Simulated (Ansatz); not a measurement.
# SiH₄ (singlet): correlated methods under varied settings at distance H1–H2 along a hydrogen transfer = 0.745 Å

Aim: run SiH₄ (singlet) at one geometry under a spread of methods and options, and see what each costs and gives.

Method: the settings change from run to run; program: Ansatz 0.2.0, Gaussian basis.

8 further runs of the same task are left out: 6 that didn't finish, 2 set aside as unsound or not needed.

### 1 The geometry

The geometry derives from fragments relaxed apart (PBE0/def2-TZVP) and kept rigid, so it is no stationary point. A hydrogen atom is moved between rigid fragments.

5 atoms, charge 0, spin multiplicity 1.

Atoms are counted from 1 here; the program's logs count them from 0.

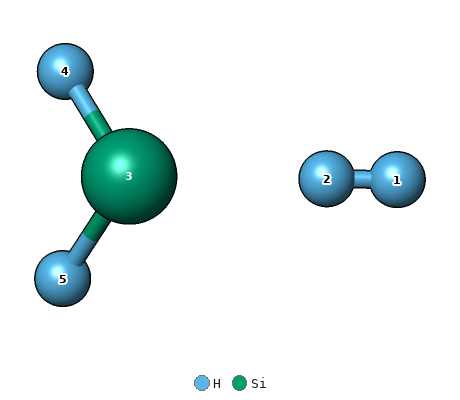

The structure; hydrogen blue, silicon teal; atoms are numbered from 1 in the order of the file.

### 2 HF/6-31G

in.yaml

```yaml
crystal:
  periodic: [false, false, false]
  atoms:
    - {symbol: H, position_ang: [-2.717925, 0.054876, 0.000000]}
    - {symbol: H, position_ang: [-1.972925, 0.054876, 0.000000]}
    - {symbol: Si, position_ang: [0.116075, 0.054876, 0.000000]}
    - {symbol: H, position_ang: [0.728255, -0.819409, 1.090012]}
    - {symbol: H, position_ang: [0.728255, -0.819409, -1.090012]}
basis:
  gaussian: {orbitals: 6-31G}
magnetization: {spin_polarized: false}
hamiltonian: {xc: hf}
output: {forces: true, orbitals: {seedname: orbitals}}
```

Command:

```
$ ansatz run in.yaml --threads 1 --pin off --events-out ev --progress --plain --max-ram 2393MiB
```

What it wrote:

```text
Functional definition: HF
  name "HF"
  cite "Fock, Z. Phys. 61, 126 (1930) doi:10.1007/BF01340294"
  parent pbe
  exchange = exact_x
  correlation = 0
268 factors; integrals over basis functions are off by at most 9.3e-4 eV
mean field evaluation 1: about -7920.3280 eV, gradient 7.4e0 eV
mean field evaluation 2: about -7920.3275 eV, gradient 7.4e0 eV
mean field evaluation 4: about -7920.6644 eV, gradient 3.2e-1 eV
mean field evaluation 8: about -7920.6654 eV, gradient 6.3e-6 eV
mean field -7920.66540648 eV, -291.0790848684 hartree, gradient 1.4e-5 eV, S^2 0.000000; 0 other end points of the search recorded, 0 dependent functions left out
the calculation of the forces begins
reference -7920.66540648 eV, -291.0790848684 hartree; 9, 9 occupied and 12, 12 virtual orbitals, 268 factors
Total energy: -7920.66540648 eV, -291.0790848684 hartree
Atom 0 at    -2.717925     0.054876     0.000000 Å, force     0.041779    -0.249570     0.000000 eV/Å
Atom 1 at    -1.972925     0.054876     0.000000 Å, force    -1.134056     0.046383    -0.000000 eV/Å
Atom 2 at     0.116075     0.054876     0.000000 Å, force     1.460889     0.673830     0.000000 eV/Å
Atom 3 at     0.728255    -0.819409     1.090012 Å, force    -0.184306    -0.235321     0.318671 eV/Å
Atom 4 at     0.728255    -0.819409    -1.090012 Å, force    -0.184306    -0.235321    -0.318671 eV/Å
Dipole moment:    -0.062999    -0.125002    -0.000000 e Å
```

Run time: 0.18 s. Hardware: 1 thread of Arm Neoverse V1, shared host.

### 3 CASCI(4,5)/6-31G*

Edit in.yaml of step 2 so:

```diff
@@ -9,5 +9,4 @@
 basis:
-  gaussian: {orbitals: 6-31G}
-magnetization: {spin_polarized: false}
-hamiltonian: {xc: hf}
-output: {forces: true, orbitals: {seedname: orbitals}}
+  gaussian: {orbitals: "6-31G*", point_charges: [{charge: 1.00, position_ang: [4.630, -0.731, -0.130]}]}
+correlation: {active_space: {window: {electrons: 4, orbitals: 5}, fixed_orbitals: true}}
+output: {forces: true}
```

Same command.

What it wrote, cut to the lines that bear on the results:

```text
Functional definition: HF
  name "HF"
  cite "Fock, Z. Phys. 61, 126 (1930) doi:10.1007/BF01340294"
  parent pbe
[...]
293 factors; integrals over basis functions are off by at most 1.0e-3 eV
[...]
mean field -7921.48008959 eV, -291.1090239203 hartree, gradient 1.1e-6 eV, S^2 0.000000; 0 other end points of the search recorded, 0 dependent functions left out
reference -7921.48008959 eV, -291.1090239203 hartree; 9, 9 occupied and 18, 18 virtual orbitals, 293 factors
state -7921.74206154 eV, -291.1186512118 hartree
[...]
Total energy: -7921.74206154 eV, -291.1186512118 hartree
Atom 0 at    -2.717925     0.054876     0.000000 Å, force     0.101290    -0.223011     0.001114 eV/Å
Atom 1 at    -1.972925     0.054876     0.000000 Å, force    -1.072570    -0.002732    -0.001175 eV/Å
Atom 2 at     0.116075     0.054876     0.000000 Å, force     1.200788     0.622768     0.021692 eV/Å
Atom 3 at     0.728255    -0.819409     1.090012 Å, force    -0.121837    -0.167956     0.084096 eV/Å
Atom 4 at     0.728255    -0.819409    -1.090012 Å, force    -0.097110    -0.179105    -0.102745 eV/Å
Dipole moment:    -0.268810    -0.049286     0.006295 e Å
```

Wall time 0.21 s (1 thread of Arm Neoverse V1, shared host).

From the report: 100 determinants; active occupations 1.99, 1.96, 0.03, 0.01, 0.00.

### 4 CCSDT(Q) on RHF/6-31G

Edit in.yaml of step 3 so:

```diff
@@ -9,4 +9,5 @@
 basis:
-  gaussian: {orbitals: "6-31G*", point_charges: [{charge: 1.00, position_ang: [4.630, -0.731, -0.130]}]}
-correlation: {active_space: {window: {electrons: 4, orbitals: 5}, fixed_orbitals: true}}
+  gaussian: {orbitals: 6-31G}
+magnetization: {spin_polarized: false}
+correlation: {method: ccsdt_q, electrons: valence}
 output: {forces: true}
```

The command is unchanged.

What it wrote, cut to the lines that bear on the results:

```text
Functional definition: HF
  name "HF"
  cite "Fock, Z. Phys. 61, 126 (1930) doi:10.1007/BF01340294"
  parent pbe
[...]
446 factors; integrals over basis functions are off by at most 9.9e-8 eV
[...]
mean field -7920.66543536 eV, -291.0790859297 hartree, gradient 1.0e-6 eV, S^2 0.000000; 1 other end points of the search recorded, 0 dependent functions left out; unrestricted orbitals would lower it
5 core orbitals not correlated: weight in the atoms' cores, before any rotation towards them, 1.000 or more for the frozen orbitals, at most 0.000 for the correlated occupied ones
reference -7920.66543536 eV, -291.0790859297 hartree; 4, 4 occupied and 12, 12 virtual orbitals, 446 factors
second order -1.74064433 eV of doubles, -0.00000000 eV of singles
cycle   1  -2.21303761 eV  change   -4.7e-1 eV  update   6.4e-2
[...]
cycle  16  -2.50587169 eV  change   -5.2e-7 eV  update   1.9e-7
perturbative correction -0.00159496 eV, -0.0000586136 hartree
[...]
Total energy: -7923.17290201 eV, -291.1712336294 hartree
Atom 0 at    -2.717925     0.054876     0.000000 Å, force    -0.602193    -0.240831    -0.000000 eV/Å
Atom 1 at    -1.972925     0.054876     0.000000 Å, force    -0.357698     0.077192     0.000000 eV/Å
Atom 2 at     0.116075     0.054876     0.000000 Å, force     0.849192     1.173219    -0.000000 eV/Å
Atom 3 at     0.728255    -0.819409     1.090012 Å, force     0.055349    -0.504790     0.618393 eV/Å
Atom 4 at     0.728255    -0.819409    -1.090012 Å, force     0.055349    -0.504790    -0.618393 eV/Å
Dipole moment:    -0.050433    -0.114672     0.000000 e Å
```

It took 1.6 s on 1 thread of Arm Neoverse V1, shared host.

From the report: correlation -2.5075 eV; T1 0.011; largest double amplitude 0.11.

### 5 MP2 on RHF/6-31++G**

Edit in.yaml of step 4 so:

```diff
@@ -9,5 +9,4 @@
 basis:
-  gaussian: {orbitals: 6-31G}
+  gaussian: {orbitals: "6-31++G**"}
 magnetization: {spin_polarized: false}
-correlation: {method: ccsdt_q, electrons: valence}
-output: {forces: true}
+correlation: {method: mp2, electrons: outside_noble_gas}
```

The command is unchanged.

What it wrote:

```text
Functional definition: HF
  name "HF"
  cite "Fock, Z. Phys. 61, 126 (1930) doi:10.1007/BF01340294"
  parent pbe
  exchange = exact_x
  correlation = 0
419 factors; integrals over basis functions are off by at most 8.3e-4 eV
mean field evaluation 1: about -7921.1787 eV, gradient 8.8e0 eV
mean field evaluation 2: about -7921.1828 eV, gradient 8.8e0 eV
mean field evaluation 4: about -7921.7001 eV, gradient 4.3e-1 eV
mean field evaluation 8: about -7921.7027 eV, gradient 1.0e-3 eV
mean field -7921.70267680 eV, -291.1172038495 hartree, gradient 2.2e-6 eV, S^2 0.000000; 0 other end points of the search recorded, 0 dependent functions left out; unrestricted orbitals would lower it
5 core orbitals not correlated: weight in the atoms' cores, before any rotation towards them, 1.000 or more for the frozen orbitals, at most 0.000 for the correlated occupied ones
reference -7921.70267680 eV, -291.1172038495 hartree; 4, 4 occupied and 38, 38 virtual orbitals, 419 factors
second order -3.06504668 eV of doubles, -0.00000000 eV of singles
Total energy: -7924.76772348 eV, -291.2298422374 hartree
```

Wall time 0.24 s (1 thread of Arm Neoverse V1, shared host).

### 6 MRCISD+Q(8,6)/6-31G

Edit in.yaml of step 5 so:

```diff
@@ -9,4 +9,5 @@
 basis:
-  gaussian: {orbitals: "6-31++G**"}
-magnetization: {spin_polarized: false}
-correlation: {method: mp2, electrons: outside_noble_gas}
+  gaussian: {orbitals: 6-31G}
+correlation: {method: fic_mrcisd_q, electrons: outside_noble_gas, active_space: {window: {electrons: 8, orbitals: 6}}}
+accuracy: high
+scf: {lower_state_search: light}
```

The command is unchanged.

What it wrote, cut to the lines that bear on the results:

```text
Functional definition: HF
  name "HF"
  cite "Fock, Z. Phys. 61, 126 (1930) doi:10.1007/BF01340294"
  parent pbe
[...]
461 factors; integrals over basis functions are off by at most 4.8e-9 eV
[...]
mean field -7920.66543538 eV, -291.0790859303 hartree, gradient 2.4e-8 eV, S^2 0.000000; 0 other end points of the search recorded, 0 dependent functions left out; unrestricted orbitals would lower it
reference -7920.66543538 eV, -291.0790859303 hartree; 9, 9 occupied and 12, 12 virtual orbitals, 461 factors
state -7921.63553349 eV, -291.1147363784 hartree
contracted CI cycle   1: correlation 0.00000000 eV, 0.0000000000 hartree, residual 7.55e0 eV
contracted CI cycle   2: correlation -1.32205578 eV, -0.0485846538 hartree, residual 2.18e0 eV
contracted CI cycle   3: correlation -1.42955770 eV, -0.0525352764 hartree, residual 8.78e-1 eV
contracted CI cycle   4: correlation -1.45052824 eV, -0.0533059297 hartree, residual 3.97e-1 eV
[...]
contracted CI cycle  10: correlation -1.65641698 eV, -0.0608722012 hartree, residual 1.55e-4 eV
contracted CI cycle  11: correlation -1.65641698 eV, -0.0608722012 hartree, residual 4.49e-5 eV
contracted CI cycle  12: correlation -1.65641698 eV, -0.0608722012 hartree, residual 1.35e-5 eV
contracted CI cycle  13: correlation -1.65641698 eV, -0.0608722012 hartree, residual 3.69e-6 eV
contracted CI cycle  14: correlation -1.65641698 eV, -0.0608722012 hartree, residual 9.11e-7 eV
state -7921.44881027 eV, -291.1078744266 hartree; corrected -7923.17675324 eV, -291.1713751595 hartree
state -7921.44881027 eV, -291.1078744266 hartree; corrected -7923.17675324 eV, -291.1713751595 hartree
the orbitals are reached from a further start. From the first start the search ends at -7921.63552281 eV, -291.1147359858 hartree
WARN: the results are in doubt because another end's mean lies 0.187 eV lower, and its corrected mean 0.010 eV higher
Total energy: -7923.17675324 eV, -291.1713751595 hartree
In doubt: another end's mean lies 0.187 eV lower, and its corrected mean 0.010 eV higher
```

It took 1.2 s on 1 thread of Arm Neoverse V1, shared host.

From the report: 225 determinants; active occupations 2.00, 2.00, 1.97, 1.95, 0.05, 0.03. Mind the lines of doubt at the end of the log.

### 7 CCSDT(Q) on UHF/6-31G

Edit in.yaml of step 6 so:

```diff
@@ -9,5 +9,5 @@
 basis:
-  gaussian: {orbitals: 6-31G}
-correlation: {method: fic_mrcisd_q, electrons: outside_noble_gas, active_space: {window: {electrons: 8, orbitals: 6}}}
-accuracy: high
-scf: {lower_state_search: light}
+  gaussian: {orbitals: 6-31G, fitting: {mean_field: def2-universal-jkfit}}
+magnetization: {spin_polarized: true, initial_magnetization: 0}
+hamiltonian: {pseudopotentials: {relativity: scalar}}
+correlation: {method: ccsdt_q, electrons: all}
```

The command is unchanged.

What it wrote, cut to the lines that bear on the results:

```text
Functional definition: HF
  name "HF"
  cite "Fock, Z. Phys. 61, 126 (1930) doi:10.1007/BF01340294"
  parent pbe
[...]
200 factors; integrals over basis functions are off by at most 9.0e-2 eV
[...]
mean field -7935.53975058 eV, -291.6257069319 hartree, gradient 1.6e-6 eV, S^2 0.265002; 5 other end points of the search recorded, 0 dependent functions left out
determinant -7935.53975058 eV, -291.6257069319 hartree, with singles and doubles -7938.05291951 eV, -291.7180641865 hartree
determinant -7934.06043865 eV, -291.5713432209 hartree, with singles and doubles -7936.72596376 eV, -291.6692994622 hartree
determinant -7935.50345960 eV, -291.6243732627 hartree, with singles and doubles -7938.07096978 eV, -291.7187275217 hartree
determinant -7935.53975058 eV, -291.6257069319 hartree, with singles and doubles -7938.06612860 eV, -291.7185496118 hartree
determinant -7935.50345960 eV, -291.6243732627 hartree, with singles and doubles -7938.07076377 eV, -291.7187199509 hartree
reference -7935.50345960 eV, -291.6243732627 hartree; 9, 9 occupied and 12, 12 virtual orbitals, 200 factors
second order -1.83662303 eV of doubles, -0.00000000 eV of singles
cycle   1  -2.30426807 eV  change   -4.7e-1 eV  update   6.4e-2
[...]
cycle  14  -2.60031858 eV  change    1.5e-6 eV  update   1.2e-6
perturbative correction -0.00163808 eV, -0.0000601983 hartree
Total energy: -7938.10541626 eV, -291.7199934063 hartree
Relativity: scalar
```

Run time: 9 s. Hardware: 1 thread of Arm Neoverse V1, shared host; peak memory 0.25 GiB.

From the report: ⟨S²⟩ of the determinant 0.000 (pure singlet: 0.00); correlation -2.6020 eV; T1 0.007; largest double amplitude 0.11.

### 8 CCSDT(Q)/B on RHF/6-31G

in.yaml

```yaml
crystal:
  periodic: [false, false, false]
  atoms:
    - {symbol: H, position_ang: [-2.717925, 0.054876, 0.000000]}
    - {symbol: H, position_ang: [-1.972925, 0.054876, 0.000000]}
    - {symbol: Si, position_ang: [0.116075, 0.054876, 0.000000]}
    - {symbol: H, position_ang: [0.728255, -0.819409, 1.090012]}
    - {symbol: H, position_ang: [0.728255, -0.819409, -1.090012]}
basis:
  gaussian: {orbitals: 6-31G, point_charges: [{charge: 0.50, position_ang: [3.622, -0.109, -0.006]}]}
magnetization: {spin_polarized: false}
correlation: {method: ccsdt_q_b, electrons: all}
scf: {lower_state_search: off}
output: {forces: true}
```

Launched as before.

What it wrote, cut to the lines that bear on the results:

```text
Functional definition: HF
  name "HF"
  cite "Fock, Z. Phys. 61, 126 (1930) doi:10.1007/BF01340294"
  parent pbe
[...]
446 factors; integrals over basis functions are off by at most 9.9e-8 eV
[...]
mean field -7920.57648075 eV, -291.0758169082 hartree, gradient 1.0e-6 eV, S^2 0.000000; 0 other end points of the search recorded, 0 dependent functions left out; unrestricted orbitals would lower it
reference -7920.57648075 eV, -291.0758169082 hartree; 9, 9 occupied and 12, 12 virtual orbitals, 446 factors
second order -1.84265821 eV of doubles, -0.00000000 eV of singles
cycle   1  -2.30870580 eV  change   -4.7e-1 eV  update   6.4e-2
[...]
cycle  14  -2.60850441 eV  change    1.8e-6 eV  update   1.7e-6
perturbative correction -0.00170013 eV, -0.0000624786 hartree
[...]
Total energy: -7923.18668530 eV, -291.1717401559 hartree
Atom 0 at    -2.717925     0.054876     0.000000 Å, force    -0.540594    -0.213672     0.000027 eV/Å
Atom 1 at    -1.972925     0.054876     0.000000 Å, force    -0.313896     0.032585    -0.000027 eV/Å
Atom 2 at     0.116075     0.054876     0.000000 Å, force     0.417911     1.344900     0.001105 eV/Å
Atom 3 at     0.728255    -0.819409     1.090012 Å, force     0.178745    -0.555573     0.628684 eV/Å
Atom 4 at     0.728255    -0.819409    -1.090012 Å, force     0.180119    -0.555885    -0.629351 eV/Å
Dipole moment:    -0.205272    -0.105620     0.000303 e Å
Checks for a lower state left out: starts, cluster_reference, orbital_swaps, neighbouring_geometries, increment
```

Wall time 18 s (1 thread of Arm Neoverse V1, shared host).

From the report: correlation -2.6102 eV; T1 0.007; largest double amplitude 0.12.

### 9 The runs in one table

Where basis and cores are those of an earlier FCI/6-31G run (-7923.1737 eV), and the state is the same kind, the miss against it is given. † marks a result that the program doubts.

| level | correlated | functions | energy (eV) | from FCI (meV) | time |
| --- | --- | --- | --- | --- | --- |
| HF/6-31G |  | 21 | -7920.6654 | 2508.2 | 0.18 s |
| CASCI(4,5)/6-31G* (beside a point charge) |  | 27 | -7921.7421 |  | 0.21 s |
| CCSDT(Q) on RHF/6-31G | valence | 21 | -7923.1729 | 0.7 | 1.6 s |
| MP2 on RHF/6-31++G** | outside noble gas | 47 | -7924.7677 |  | 0.24 s |
| MRCISD+Q(8,6)/6-31G † | outside noble gas | 21 | -7923.1768 | -3.1 | 1.2 s |
| CCSDT(Q) on UHF/6-31G (relativity set) | all | 21 | -7938.1054 |  | 9 s |
| CCSDT(Q)/B on RHF/6-31G (beside a point charge) | all | 21 | -7923.1867 |  | 18 s |

### 10 Outcome

| quantity | value |
| --- | --- |
| runs | 7 |
| quickest | HF/6-31G, 0.18 s |
| slowest | CCSDT(Q)/B on RHF/6-31G (beside a point charge), 18 s |

What this shows: Total energies in different bases, with other cores or another treatment of relativity can't be set against each other. CCSDT(Q)/B on RHF/6-31G (beside a point charge) took 100 times as long as HF/6-31G; the jobs differ in more than the method. Among the correlated runs with a miss given, it spans -3 to +1 meV. Hartree-Fock, CASSCF and CASCI lack dynamic correlation by design.
